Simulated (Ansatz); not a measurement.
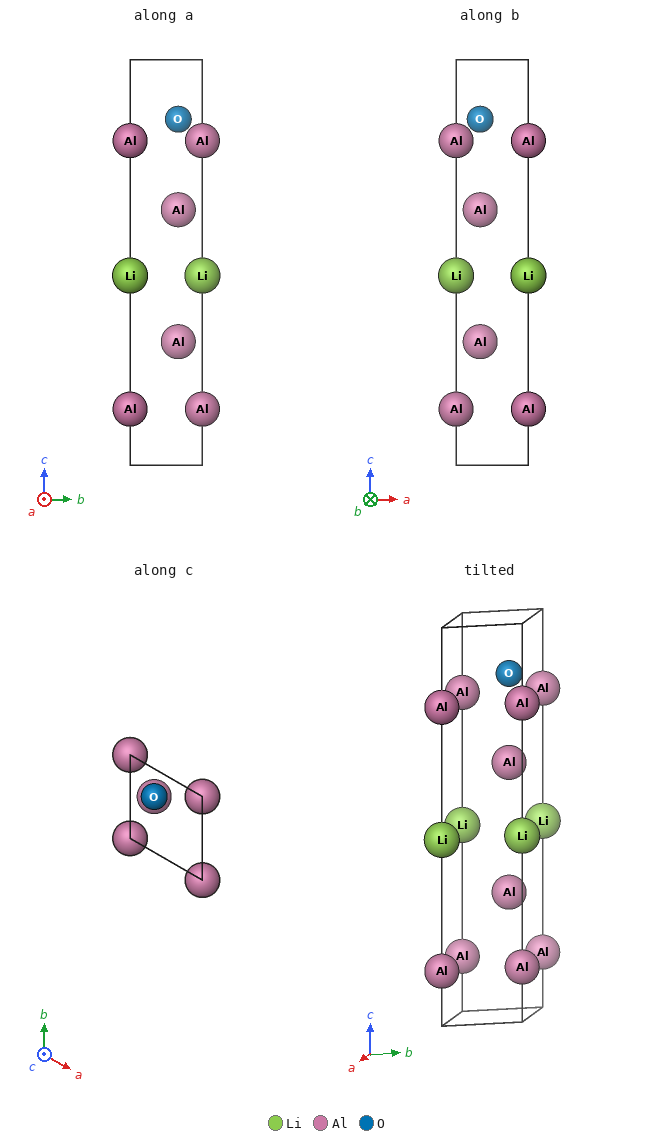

A spheres-only rendering, viewed along the a axis, along the b axis, along the c axis and slightly off an axis. The parallelepiped is the conventional unit cell.

Lattice parameters: a = 2.8854 Å, b = 2.8854 Å, c = 13.9973 Å, α = 90.000°, β = 90.000°, γ = 120.000°.

**From the views, write a CIF in P1 with every atom of the cell, with free fractional coordinates to two decimals.**

```cif
data_structure
_symmetry_space_group_name_H-M 'P 1'
_symmetry_Int_Tables_number 1
_cell_length_a 2.8854
_cell_length_b 2.8854
_cell_length_c 13.9973
_cell_angle_alpha 90.000
_cell_angle_beta 90.000
_cell_angle_gamma 120.000
_cell_volume 100.92
loop_
_atom_site_label
_atom_site_type_symbol
_atom_site_fract_x
_atom_site_fract_y
_atom_site_fract_z
_atom_site_occupancy
Li1 Li 0.00 0.00 0.47 1
Al1 Al 0.3333 0.6667 0.30 1
Al2 Al 0.00 0.00 0.14 1
Al3 Al 0.00 0.00 0.80 1
Al4 Al 0.3333 0.6667 0.63 1
O1 O 0.3333 0.6667 0.85 1
```

Origin of the cell: a structure type filled with these elements by a generator (whether the compound takes this form wasn't checked). Earlier steps of the study may have refined or changed the cell and positions. A calculation with Ansatz used it as input.
